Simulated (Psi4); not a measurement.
# B3LYP/def2-SVP (sweep point 5) run of PH3 (phosphine)

Aim: the vertical ionisation energy of PH3 (phosphine) at B3LYP/def2-SVP (sweep point 5), from 2 runs. 

The calculation is run with Psi4 1.11.

4 further runs of the same task are left out: 4 set aside as unsound or not needed.

## (1) The structure to begin with

PH3: 4 atoms, total charge 0, spin state singlet. As SMILES, `P`. Geometry: relaxed at PBE0-D4/def2-TZVP.

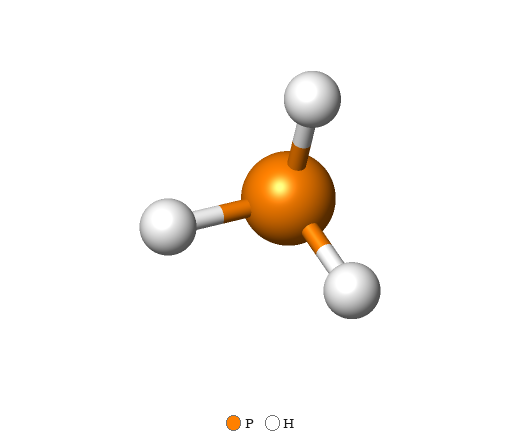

The structure, seen from a chosen angle (phosphorus orange, hydrogen white).

## (2) A single-point energy at B3LYP/def2-SVP (sweep point 5)

The input, input.dat:

```
memory 1.6 GB

molecule geom {
  0 1
  P      0.346000    -0.326500    -0.332800
  H      0.630900    -0.034000     1.027000
  H     -1.005500    -0.663000    -0.057200
  H      0.028700     1.023500    -0.636900
  symmetry c1
}

set globals {
  reference rks
  puream true
  scf_type pk
  dft_radial_points 75
  dft_spherical_points 302
}

E, wfn = energy('b3lyp/def2-SVP', return_wfn=True)
```

On the command line:

```
psi4 -n 1 input.dat output.dat
```

output.dat:

```text
[...]
  Running in c1 symmetry.
[...]
  Nuclear repulsion =   17.542621841641523
[...]
  Multiplicity = 1
[...]
  Nalpha       = 9
  Nbeta        = 9
[...]
    Number of basis functions: 33
[...]
   @RKS iter   1:  -343.02030586769490   -2.20306e-01   6.65883e-03 DIIS/ADIIS
[...]
   @RKS iter   6:  -343.05421649815810   -1.54251e-08   1.65371e-07 DIIS
[...]
    Orbital Energies [Eh]
    ---------------------
    Doubly Occupied:
       1A    -77.053700     2A     -6.552801     3A     -4.718464
       4A     -4.718464     5A     -4.714209     6A     -0.645124
       7A     -0.384926     8A     -0.384890     9A     -0.275976
[...]
  @RKS Final Energy:  -343.05421649815810
   => Energetics <=
    Nuclear Repulsion Energy =             17.5426218416415232
    One-Electron Energy =                -508.3307068875533901
    Two-Electron Energy =                 167.3459411147059086
    DFT Exchange-Correlation Energy =     -19.6120725669521399
    Empirical Dispersion Energy =           0.0000000000000000
    VV10 Nonlocal Energy =                  0.0000000000000000
    Total Energy =                       -343.0542164981580981
[...]
 Multipole Moments:
 ------------------------------------------------------------------------------------
     Multipole            Electronic (a.u.)      Nuclear  (a.u.)        Total (a.u.)
 ------------------------------------------------------------------------------------
 L = 1.  Multiply by 2.5417464519 to convert [e a0] to [Debye]
 Dipole X            :          1.0331289           -1.2197313           -0.1866024
 Dipole Y            :         -0.9749329            1.1510724            0.1761395
 Dipole Z            :         -0.9939352            1.1733711            0.1794360
 Magnitude           :                                                    0.3131180
[...]
```

Run time: 1.8 s. Hardware: 1 thread of Intel Xeon 6975P-C (Granite Rapids), shared host; peak memory 0.28 GiB.

## (3) The doublet cation

The input, job.dat:

```
memory 1.6 GB

molecule system {
  1 2
  P      0.346000    -0.326500    -0.332800
  H      0.630900    -0.034000     1.027000
  H     -1.005500    -0.663000    -0.057200
  H      0.028700     1.023500    -0.636900
  symmetry c1
}

set basis def2-SVP
set reference uks
set puream true
set scf_type pk
set dft_radial_points 75
set dft_spherical_points 302
set maxiter 150

e, wfn = energy('b3lyp', return_wfn=True)
print_variables()
```

On the command line:

```
psi4 -i job.dat -o job.out -n 1
```

job.out:

```text
[...]
  Running in c1 symmetry.
[...]
  Nuclear repulsion =   17.542621841641523
[...]
  Multiplicity = 2
[...]
  Nalpha       = 9
  Nbeta        = 8
[...]
    Number of basis functions: 33
[...]
   @UKS iter   1:  -342.65548956506751    1.44510e-01   3.52378e-03 DIIS/ADIIS
[...]
   @UKS iter   7:  -342.66610150486940   -3.96631e-09   4.28284e-07 DIIS
[...]
   @S^2 Observed:                7.515217483E-01
[...]
    Orbital Energies [Eh]
    ---------------------
    Alpha Occupied:
       1A    -77.421621     2A     -6.917652     3A     -5.088377
       4A     -5.080175     5A     -5.080175     6A     -0.972490
       7A     -0.687634     8A     -0.687595     9A     -0.637845
    Alpha Virtual:
      10A     -0.255217    11A     -0.255191    12A     -0.180801
      13A      0.072951    14A      0.072971    15A      0.082446
      16A      0.147168    17A      0.175286    18A      0.175291
      19A      0.284399    20A      0.348495    21A      0.348506
      22A      0.399647    23A      0.623803    24A      0.623862
      25A      1.112211    26A      1.181577    27A      1.181627
[...]
  @UKS Final Energy:  -342.66610150486940
   => Energetics <=
    Nuclear Repulsion Energy =             17.5426218416415232
    One-Electron Energy =                -502.2028925430437312
    Two-Electron Energy =                 161.3612237868409807
    DFT Exchange-Correlation Energy =     -19.3670545903081397
    Empirical Dispersion Energy =           0.0000000000000000
    VV10 Nonlocal Energy =                  0.0000000000000000
    Total Energy =                       -342.6661015048694026
[...]
 Multipole Moments:
 ------------------------------------------------------------------------------------
     Multipole            Electronic (a.u.)      Nuclear  (a.u.)        Total (a.u.)
 ------------------------------------------------------------------------------------
 L = 1.  Multiply by 2.5417464519 to convert [e a0] to [Debye]
 Dipole X            :          1.0817943           -1.2197313           -0.1379370
 Dipole Y            :         -1.0208872            1.1510724            0.1301852
 Dipole Z            :         -1.0406983            1.1733711            0.1326728
 Magnitude           :                                                    0.2314668
[...]
```

It took 2.2 s on 1 thread of Intel Xeon 6975P-C (Granite Rapids), shared host; peak memory 0.28 GiB.

## (4) Outcome

At B3LYP/def2-SVP (sweep point 5):

| quantity | value |
| --- | --- |
| singlet PH3: total energy | -343.05422 Eh |
| singlet PH3: dipole moment | 0.80 D |
| singlet PH3: HOMO energy | -7.51 eV |
| singlet PH3: LUMO energy | 1.09 eV |
| singlet PH3: HOMO–LUMO gap | 8.60 eV |
| doublet cation: total energy | -342.66610 Eh |
| doublet cation: HOMO energy (highest over α and β) | -17.36 eV |
| doublet cation: LUMO energy (lowest over α and β) | -13.55 eV |
| doublet cation: ⟨S²⟩ | 0.752 |
| vertical ionisation energy (to the doublet cation) | 10.561 eV |

**Reading.** Removing an electron at fixed nuclei costs 10.56 eV (244 kcal/mol). The negative HOMO energy of the first species, 7.51 eV, lies 3.05 eV below that difference.
